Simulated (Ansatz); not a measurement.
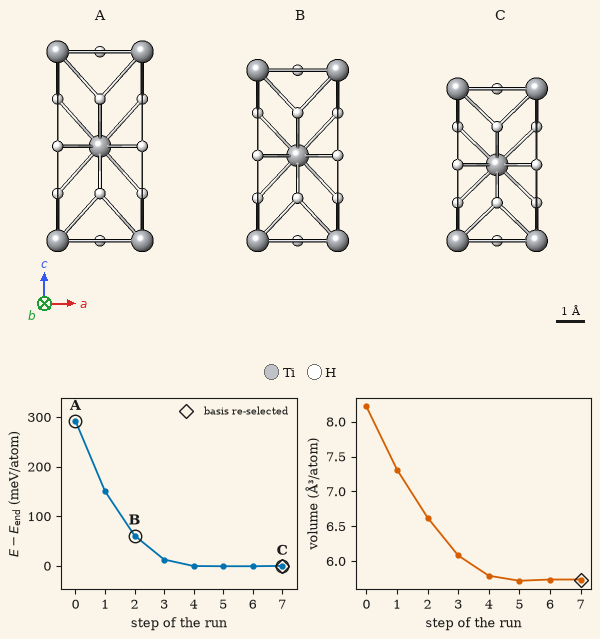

Frames of a relaxation of a crystal of TiH3 (built on the TiAl3 (D0_22)_139 type) (coarse preliminary run), marked on the history of the run. Style: ball-and-stick. Shown: the conventional cell (2 times the calculation's cell), along the b axis. Lengths and directions refer to the drawn axes.

Case: TiAl3 (D0_22) type (I4/mmm, No. 139).

Level of theory: DFT r2SCAN, scalar-relativistic, plane waves, PAW in Ansatz 0.2.0. Set-up: plane-wave cutoff 500 eV; k-point mesh 8 × 8 × 8; occupations gaussian; smearing width 0.1 eV; no spin polarisation; cell and atoms relaxed; force threshold 0.04 eV/Å; at most 70 steps.

Q: Describe the path.

A: The atoms keep their places relative to the cell (all moves are under 0.005 Å). Cell: a = b 3.088 → 2.877 Å (−6.8 %), c 6.897 → 5.546 Å (−19.6 %). Volume −30.2 %. Near-neighbour distances that change, for instance: H–Ti 2.314 → 1.998 Å, Ti–Ti 3.088 → 2.877 Å, H–Ti 2.183 → 2.034 Å. Bond angles that change, for instance: Ti–H–Ti 83.7° → 92.1°, Ti–H–Ti 123.7° → 118.8°. The space group stays I4/mmm (No. 139). The energy falls by 292 meV per atom in 6 accepted moves (7 points after the start). All forces vanish by symmetry, so only the cell relaxes. The pressure goes from −26.01 to −0.07 GPa. At 1 point the geometry stayed and the basis and grid were re-selected for the new cell (energy shift of 0.7 meV per atom at most each time). Cost: 36 s on 1 thread of Arm Neoverse V1, on a shared host, peak memory 0.44 GiB. From step 0 to 2: volume −19.4 %, energy −231 meV per atom. From step 2 to 7: volume −13.4 %, energy −61.2 meV per atom.

```tsv
step	E − E(0), meV/atom	pressure, GPa	volume, Å³/atom	note
0	0.00	-26.01	8.219	
1	-141.66	-21.14	7.315	
2	-231.05	-14.51	6.625	
3	-279.36	-6.45	6.082	
4	-292.52	-1.56	5.791	
5	-292.89	0.50	5.719	
6	-292.91	0.01	5.737	
7	-292.26	-0.07	5.737	same geometry, new basis
```
